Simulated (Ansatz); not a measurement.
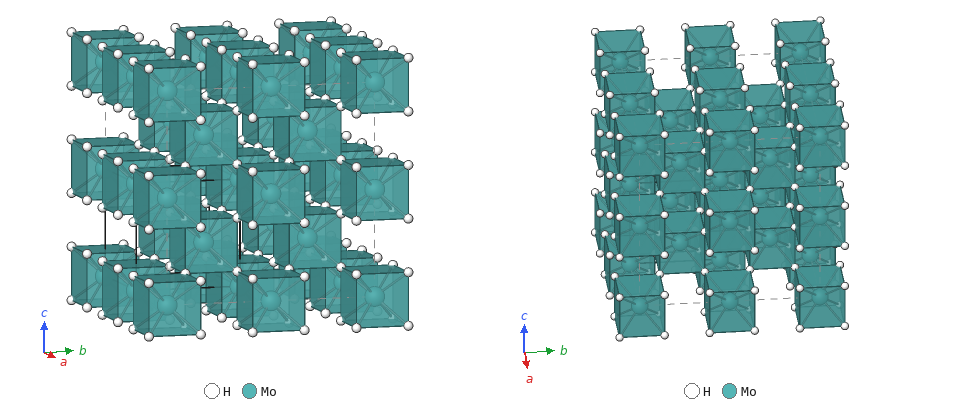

Polyhedra are drawn about Mo (bonds: H–Mo below 2 Å); other atoms are plain spheres. Two views of the same piece.

System MoH4 (space group Im-3m, No. 229); source of the atomic positions: the input geometry of an electronic-structure calculation (not necessarily at equilibrium); the starting structure was generated, so it need not be a known form of this composition.

What figure surrounds each Mo atom, and what does it share with the other drawn polyhedra?

Answer. Mo: MoH8 cube, sharing corners with eight neighbours.

What is the connectivity of the polyhedra: isolated, groups, chains, layers or framework?

Answer. They form a three-dimensional framework of corner-sharing cubes.

How far apart are the centres of linked polyhedra?

Answer. Centre to centre across a shared corner: 3.62 Å.
